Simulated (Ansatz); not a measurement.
Run report: AlN$_{2}$H$_{6}$OF, geometry relaxation (part 2 of 2)

The same run, continued: AlN$_{2}$H$_{6}$OF; RKS PBE-D4/def2-SVP (Ansatz 0.2.0). The input holds or restrains some coordinates. It belongs to a series of runs on one base structure; here: pulled along the bonds that form and break, towards end A.

Geometry of the input (Å):
```
Al 0.0000  0.0000  0.0000
F  0.0000  0.0000  2.0400
N  1.6627  0.0000  -0.9600
H  2.1293  -0.9179  -1.2118
H  2.1141  0.9179  -1.2382
N  -1.6627  0.0000  -0.9600
H  -2.3316  -0.8164  -0.8614
H  -1.9118  0.8164  -1.5886
O  0.0932  1.9717  0.6559
H  0.4919  2.0000  1.5834
H  0.0564  1.1931  1.7520
```

Trajectory as extended XYZ, continued
```
11
Properties=species:S:1:pos:R:3:forces:R:3 step=3 energy=-14419.62062
Al   -0.0048   -0.2892    0.0189    0.2482   2.9062  -0.8156
F    -0.0059   -0.3381    1.8473   -0.0485  -0.1497  -2.0331
N     1.6290   -0.0270   -0.9306   -1.0872  -0.5383   0.8975
H     2.1298   -0.8865   -1.2146    0.0839   0.7264  -0.0599
H     2.0916    0.8736   -1.2166   -0.5758  -1.1885   0.4783
N    -1.6333   -0.0271   -0.9250    1.0426  -0.6031   1.0040
H    -2.3298   -0.7873   -0.8724   -0.0662   0.6681  -0.2138
H    -1.8930    0.7743   -1.5581    0.4879  -1.1944   0.7132
O     0.0630    2.2384    0.8444   -0.5682  -2.3576   1.5624
H     0.6284    2.1460    1.6277    4.4532   3.8107   0.4618
H    -0.0334    1.4878    1.5902   -3.9697  -2.0798  -1.9948
11
Properties=species:S:1:pos:R:3:forces:R:3 step=4 energy=-14420.92589
Al    0.0010   -0.3614   -0.0089    0.2006   2.6057  -1.5376
F     0.0144   -0.4764    1.7116   -0.1412  -0.2236  -0.6441
N     1.6096   -0.0489   -0.9104   -0.8275  -0.5185   0.6925
H     2.1341   -0.8772   -1.2145    0.1621   0.3406  -0.0810
H     2.0696    0.8377   -1.1987   -0.4833  -0.7144   0.3350
N    -1.6123   -0.0484   -0.8991    0.8096  -0.5563   0.7830
H    -2.3368   -0.7736   -0.8692   -0.1766   0.3516  -0.0471
H    -1.8673    0.7349   -1.5389    0.4924  -0.8181   0.4490
O     0.0465    2.3512    0.9488    0.9628  -1.5960   1.9224
H     0.7636    2.2242    1.6319    1.9079   2.1798  -1.0637
H    -0.1808    1.6027    1.5587   -2.9066  -1.0507  -0.8083
11
Properties=species:S:1:pos:R:3:forces:R:3 step=5 energy=-14421.86542
Al    0.0100   -0.2911   -0.0871   -0.0010   1.4300  -1.0807
F     0.0040   -0.5114    1.5825   -0.1262  -0.2025   0.3440
N     1.6096   -0.0763   -0.9057   -0.3853  -0.3226   0.3042
H     2.1492   -0.8863   -1.2166    0.1098   0.0924  -0.0506
H     2.0668    0.7943   -1.1836   -0.0985  -0.0672   0.0400
N    -1.6015   -0.0849   -0.8883    0.3445  -0.3862   0.3650
H    -2.3612   -0.7678   -0.8174   -0.0596   0.2337   0.0886
H    -1.8358    0.6507   -1.5645    0.2023  -0.2895  -0.0036
O     0.0201    2.4448    1.1167    2.0528  -2.2941   1.8410
H     0.9286    2.2575    1.5883   -1.4197   1.0892  -1.3583
H    -0.3484    1.6354    1.5869   -0.6192   0.7168  -0.4895
11
Properties=species:S:1:pos:R:3:forces:R:3 step=6 energy=-14422.15537
Al    0.0287   -0.2437   -0.1197   -0.0422   1.0496  -0.3309
F    -0.0893   -0.4362    1.5578   -0.0467  -0.1983   0.1823
N     1.6712   -0.0796   -0.8374    0.4676  -0.3146  -0.4932
H     2.1100   -0.8810   -1.3366   -0.3227   0.4993   0.3558
H     2.0527    0.7820   -1.2646   -0.3106  -0.3298   0.2907
N    -1.5363   -0.1881   -0.9906   -0.8313  -0.7846   0.5937
H    -2.4138   -0.6667   -0.6606    0.9631   0.6845  -0.2828
H    -1.7725    0.5129   -1.6948    0.0801  -0.1271  -0.1664
O     0.0476    2.4222    1.2097    0.7113  -1.5344   0.9655
H     0.9407    2.2587    1.6309   -0.5237   0.5245  -0.6561
H    -0.3976    1.6843    1.7171   -0.1449   0.5310  -0.4586
11
Properties=species:S:1:pos:R:3:forces:R:3 step=7 energy=-14422.28576
Al    0.0150   -0.2047   -0.1305   -0.0217   0.7691  -0.1188
F    -0.1189   -0.4415    1.5420   -0.0554  -0.0919   0.1557
N     1.6628   -0.0648   -0.8327    0.2718  -0.1348  -0.3614
H     2.0800   -0.8527   -1.3545   -0.1870   0.2310   0.2262
H     2.0447    0.7980   -1.2447   -0.1971  -0.1480   0.2040
N    -1.5491   -0.2046   -0.9897   -0.4331  -0.2804   0.2414
H    -2.4321   -0.5944   -0.6082    0.5351   0.3780  -0.1898
H    -1.7415    0.3616   -1.8215    0.0516  -0.2227   0.0018
O     0.0753    2.4227    1.2580    0.3955  -1.3848   0.6357
H     0.9757    2.2724    1.6484   -0.3552   0.3705  -0.4386
H    -0.3703    1.6727    1.7448   -0.0046   0.5140  -0.3562
11
Properties=species:S:1:pos:R:3:forces:R:3 step=8 energy=-14422.36309
Al   -0.0013   -0.1767   -0.1434   -0.0226   0.6367   0.0293
F    -0.1574   -0.4370    1.5242   -0.0386  -0.0321   0.1778
N     1.6500   -0.0447   -0.8340    0.1518  -0.0770  -0.2746
H     2.0608   -0.8225   -1.3686   -0.1106   0.1404   0.1549
H     2.0443    0.8259   -1.2097   -0.1373  -0.0872   0.1389
N    -1.5658   -0.2063   -0.9908   -0.2118  -0.1254   0.0168
H    -2.4563   -0.5235   -0.5786    0.3378   0.2268  -0.1475
H    -1.7178    0.1910   -1.9231   -0.0022  -0.1759   0.0938
O     0.1030    2.4154    1.2983    0.1986  -1.2156   0.4097
H     1.0178    2.2725    1.6416   -0.2404   0.2590  -0.2870
H    -0.3359    1.6705    1.7954    0.0751   0.4503  -0.3122
11
Properties=species:S:1:pos:R:3:forces:R:3 step=9 energy=-14422.41763
Al   -0.0446   -0.1500   -0.1514    0.0642   0.5198   0.0405
F    -0.2235   -0.4205    1.5129   -0.0492   0.0270   0.1854
N     1.6150   -0.0098   -0.8240   -0.0257  -0.0201  -0.1099
H     2.0356   -0.7666   -1.3729   -0.0354   0.0601   0.0602
H     2.0296    0.8770   -1.1261   -0.0795  -0.0542   0.0681
N    -1.5869   -0.2561   -1.0317   -0.0305  -0.0225  -0.0130
H    -2.4893   -0.4791   -0.5964    0.1673   0.0882  -0.0967
H    -1.7125    0.0119   -2.0117   -0.0106  -0.0868   0.1000
O     0.1663    2.4062    1.3388   -0.0087  -1.0071   0.2017
H     1.1031    2.2778    1.6061   -0.1513   0.1287  -0.1491
H    -0.2513    1.6739    1.8679    0.1595   0.3669  -0.2873
11
Properties=species:S:1:pos:R:3:forces:R:3 step=10 energy=-14422.44449
Al   -0.0997   -0.1324   -0.1411    0.0485   0.3915   0.0547
F    -0.3026   -0.4084    1.5201   -0.0269   0.0830   0.1826
N     1.5510    0.0235   -0.8166   -0.0204   0.0303   0.0022
H     1.9988   -0.6923   -1.3922   -0.0038   0.0019   0.0060
H     1.9989    0.9253   -0.9908   -0.0047  -0.0108   0.0052
N    -1.6003   -0.3083   -1.0753    0.0638   0.0308  -0.0070
H    -2.5268   -0.4265   -0.6622   -0.0240  -0.0339   0.0035
H    -1.6752   -0.1705   -2.0849    0.0038   0.0167   0.0324
O     0.2117    2.3876    1.3873   -0.1596  -0.8304   0.0328
H     1.1812    2.3184    1.4917   -0.0120   0.0309  -0.0028
H    -0.0955    1.6485    1.9755    0.1354   0.2899  -0.3097
```

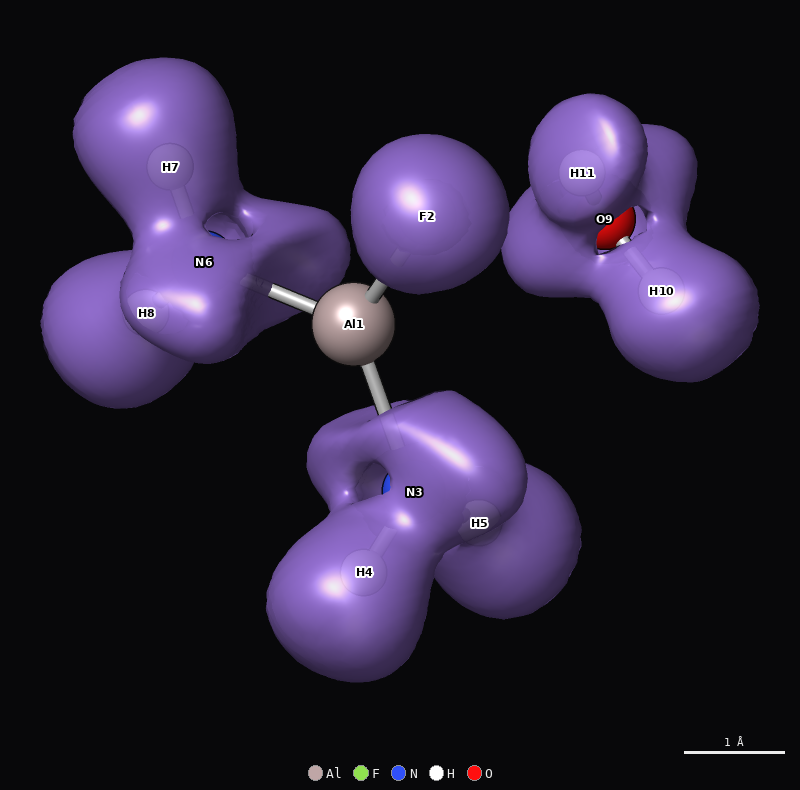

**Figure 1.** Isosurface of the ELF at 0.75 (purple), seen face on. Only the valence region is drawn (cores and ρ < 0.01 e/Å³ removed). Along the contacts the grid gives the following. Al1···O9 (2.96 Å): the ELF is only about 0.10 between them. Al–F (1.70 Å): the ELF peaks at about 0.90 in the valence shell of F, 0.6 Å from its nucleus, and is about 0.20 at the midpoint.

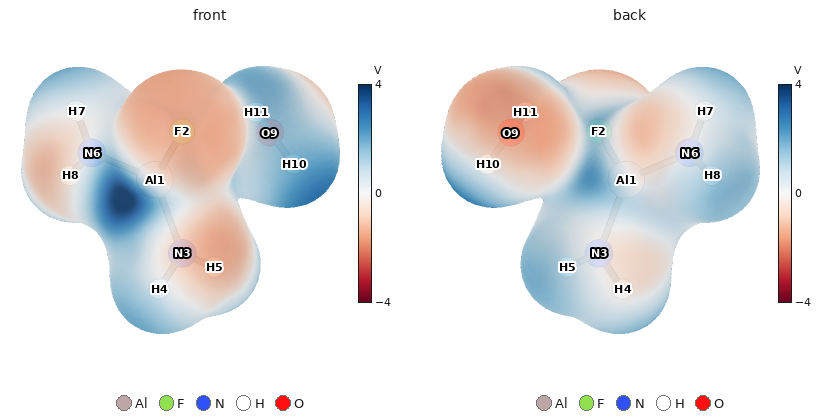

**Figure 2.** The molecular electrostatic potential painted on the density surface at 0.004 e/bohr³, seen face on and from behind; the colour scale runs from red (negative) to blue (positive). A positive charge is drawn to the negative regions and a negative charge to the positive ones.

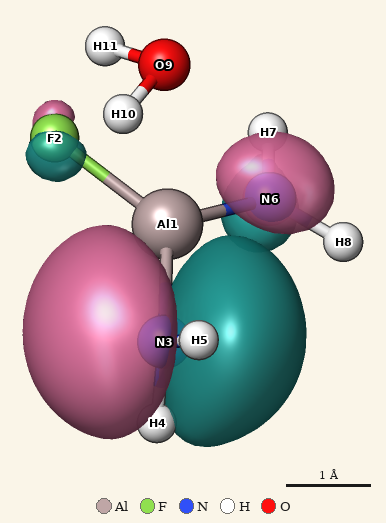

**Figure 3.** The HOMO at ±0.1 Å⁻³ᐟ² (teal and pink are the two phases), seen at an oblique angle. Its energy is −5.37 eV.

Summary

| quantity | value |
| --- | --- |
| outcome | converged under the restraints of the input |
| total energy | −14422.4445 eV |
| mean-field energy | −14422.2716 eV |
| largest force (length of the vector) at the end, held atoms and coordinates included | 0.846 eV/Å |
| hardware | 2 threads of Arm Neoverse V2, 24 GiB of memory available, shared host |
| wall time | 19 s (CPU time 37 s) |
| peak memory | 0.15 GiB |
